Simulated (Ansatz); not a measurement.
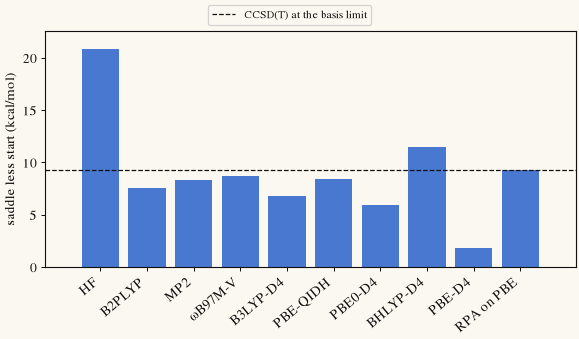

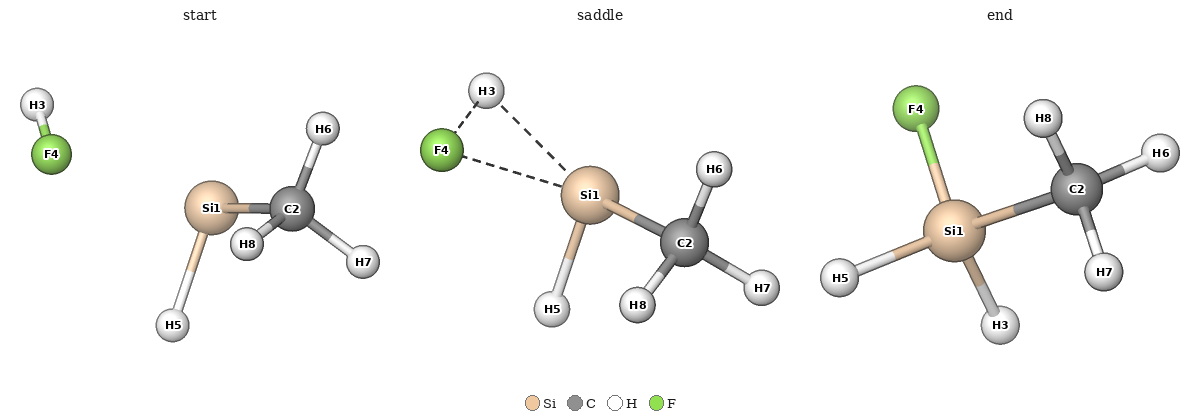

Height of the saddle over the start in one step of CH₅FSi at several levels. In the step Si1–H3 (2.52 → 1.70 → 1.48 Å) forms; H3–F4 (0.93 → 1.12 → 2.49 Å) breaks; Si1–F4 (2.33 → 2.00 → 1.60 Å) closes from a weak contact (lengths at start, saddle and end; changes of bond order aren't listed). Electronic energies at PBE0-D4/def2-TZVP geometries, energies in def2-TZVPP, the Ansatz code; cores frozen in correlated methods, no zero-point terms. Start and end are the structures at the ends of the path (complexes, where there are several molecules). The line is the MP2 basis limit plus CCSD(T) less MP2 in triple zeta. B2PLYP, PBE-QIDH and RPA on PBE hold a correlation term that converges slowly with the basis, so part of the distance to the limit is basis error. No dispersion term is added to B2PLYP and PBE-QIDH. The distance of MP2 to the limit includes basis error. The limit lies 0.9 kcal/mol from CCSD(T) in triple zeta, so the line itself is uncertain by a part of that.

### What range do the values span, the line included?

From 1.8 kcal/mol (PBE-D4) to 20.9 kcal/mol (HF).

### Give the values.

| level | kcal/mol | less CCSD(T) at the basis limit |
| --- | --- | --- |
| HF | 20.9 | 11.6 |
| B2PLYP | 7.6 | −1.7 |
| MP2 | 8.3 | −0.9 |
| ωB97M-V | 8.7 | −0.6 |
| B3LYP-D4 | 6.8 | −2.4 |
| PBE-QIDH | 8.4 | −0.8 |
| PBE0-D4 | 5.9 | −3.3 |
| BHLYP-D4 | 11.5 | 2.3 |
| PBE-D4 | 1.8 | −7.4 |
| RPA on PBE | 9.3 | 0.0 |
| CCSD(T) at the basis limit | 9.2 | 0.0 |

Caveats, for all or some of the runs: restricted reference unstable towards unrestricted.
